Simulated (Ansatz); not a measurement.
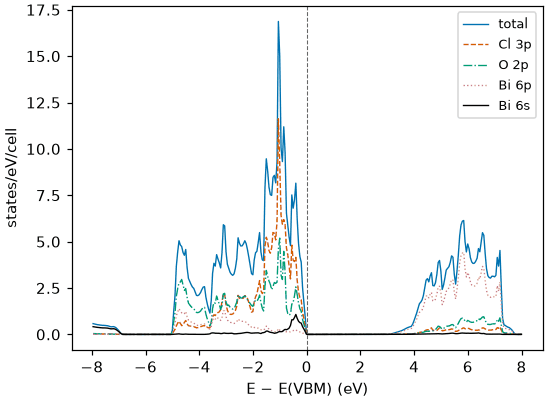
Total and projected density of states of BiClO in space group P4/nmm (No. 129; Bi on 2c, Cl on 2c, O on 2a), DFT-r²SCAN+D4 in the program Ansatz with PAW potentials

Problem. Which orbitals carry the states next to the gap?

Solution. Top 1 eV of the valence band: Cl 3p 59 %, O 2p 30 %, Bi 6s 8 %. Bottom 1 eV of the conduction band: Bi 6p 74 %, O 2s 10 %, O 2p 5 %. Projections are on Löwdin-orthogonalised atomic valence shells; empty p or d shells of many metals are not among them.

Problem. Where is the tallest occupied peak in this window, and what makes it?

Solution. Near -1.1 eV, about 17 states/eV per cell; the largest projected share is Cl 3p.

The workflow started from a Materials Project entry (that database holds measured and hypothetical structures alike); the Crystallography Open Database files this formula in space group No. 129, but the cells were not matched. Its standing as an ambient phase is unchecked. The cell was relaxed with r²SCAN+D4 under the symmetry of its start; whether a distortion lowers the energy is not shown. Spin–orbit coupling is left out wherever it is not named.

Potentials: the later of the program's two PAW sets.
